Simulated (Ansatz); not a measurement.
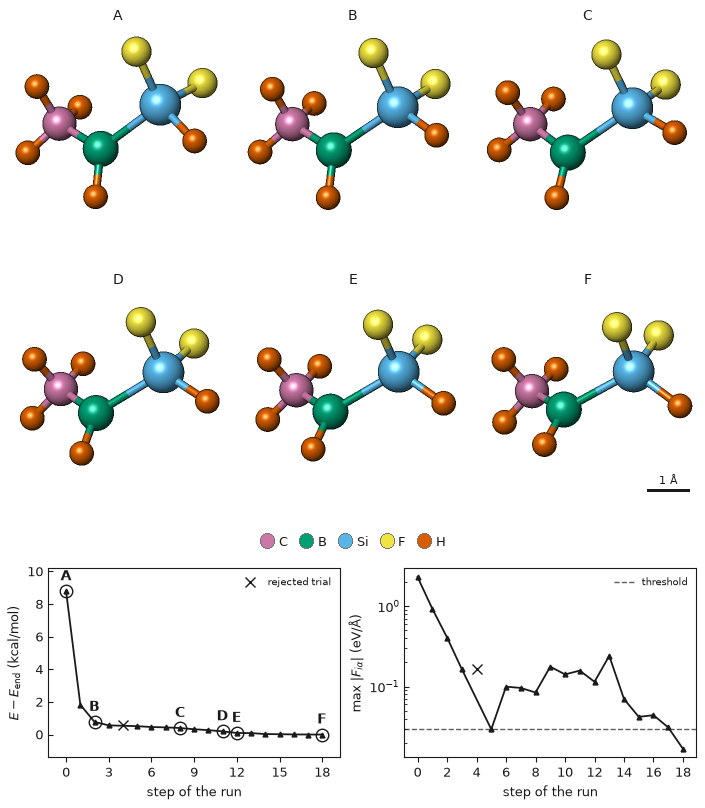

Frames of a relaxation of CH$_{5}$BF$_{2}$Si (coarse preliminary run), marked on the history of the run. The picture is a ball-and-stick view, seen at a tilt.

The start comes from a force field.

Theory: RKS PBE-D4/def2-SVP in Ansatz.

Input
```yaml
crystal:
  periodic: [false, false, false]
  atoms:
    - {symbol: C, position_ang: [-1.313300, -0.641400, 0.413500]}
    - {symbol: B, position_ang: [0.127700, -0.169500, 0.720700]}
    - {symbol: Si, position_ang: [1.205100, 0.621700, -0.679000]}
    - {symbol: F, position_ang: [1.467400, -0.457800, -1.946900]}
    - {symbol: F, position_ang: [0.518400, 2.032300, -1.237700]}
    - {symbol: H, position_ang: [-1.941500, 0.306300, 0.070900]}
    - {symbol: H, position_ang: [-1.337500, -1.357500, -0.399700]}
    - {symbol: H, position_ang: [-1.791100, -1.005800, 1.306200]}
    - {symbol: H, position_ang: [0.578700, -0.307200, 1.847400]}
    - {symbol: H, position_ang: [2.569200, 0.927800, -0.092500]}
basis:
  gaussian: {orbitals: def2-SVP}
hamiltonian: {xc: pbe, dispersion: d4}
relax: {f_tol: 0.03, max_steps: 200}
```

Launched with:
```bash
ansatz run in.yaml --threads 4 --pin off --events-out ev --progress --plain --max-ram 10444MiB
```

What happens along the run?

Over 17 accepted moves (18 points after the start) the energy falls by 8.78 kcal/mol. The largest force component goes from 2.3 to 0.017 eV/Å. The line search rejected the trial step at point 4 of the run. The forces were under the threshold at step 5, but the run went on from there. The atom that moves furthest after the best rigid fit is H9 (0.84 Å). Largest moves by element: H 0.84 Å, F 0.50 Å, B 0.23 Å, C 0.16 Å, Si 0.11 Å. Among the contacts that change: B2–Si3 1.935 → 2.023 Å, C1–H6 1.187 → 1.125 Å, Si3–F4 1.686 → 1.642 Å, C1–H7 1.084 → 1.107 Å. Bond angles that change, for instance: B2–Si3–H10 107.7° → 118.4°, B2–C1–H6 107.9° → 100.3°, B2–C1–H8 110.6° → 116.0°. Groups turn about B2–Si3 by about 40°, C1–B2 by about 30°. Cost: 20 s on 4 threads of Arm Neoverse V1, on a shared host. From step 0 to 2: H10 moves most (0.24 Å), energy −8.01 kcal/mol. From step 2 to 8: H9 moves most (0.19 Å), energy −0.37 kcal/mol. From step 8 to 11: H9 moves most (0.29 Å), energy −0.20 kcal/mol. From step 11 to 12: H9 moves most (0.15 Å), energy −0.10 kcal/mol. From step 12 to 18: F5 moves most (0.17 Å), energy −0.10 kcal/mol.

| step | E − E(0), kcal/mol | largest force component, eV/Å | note |
| --- | --- | --- | --- |
| 0 | 0.00 | 2.3125 |  |
| 1 | -6.95 | 0.9324 |  |
| 2 | -8.01 | 0.4087 |  |
| 3 | -8.22 | 0.1651 |  |
| 4 | -8.19 | 0.1652 | rejected |
| 5 | -8.27 | 0.0294 |  |
| 6 | -8.32 | 0.0999 |  |
| 7 | -8.34 | 0.0963 |  |
| 8 | -8.38 | 0.0845 |  |
| 9 | -8.45 | 0.1773 |  |
| 10 | -8.51 | 0.1419 |  |
| 11 | -8.58 | 0.1583 |  |
| 12 | -8.68 | 0.1149 |  |
| 13 | -8.69 | 0.2413 |  |
| 14 | -8.75 | 0.0701 |  |
| 15 | -8.76 | 0.0421 |  |
| 16 | -8.77 | 0.0441 |  |
| 17 | -8.78 | 0.0311 |  |
| 18 | -8.78 | 0.0168 |  |
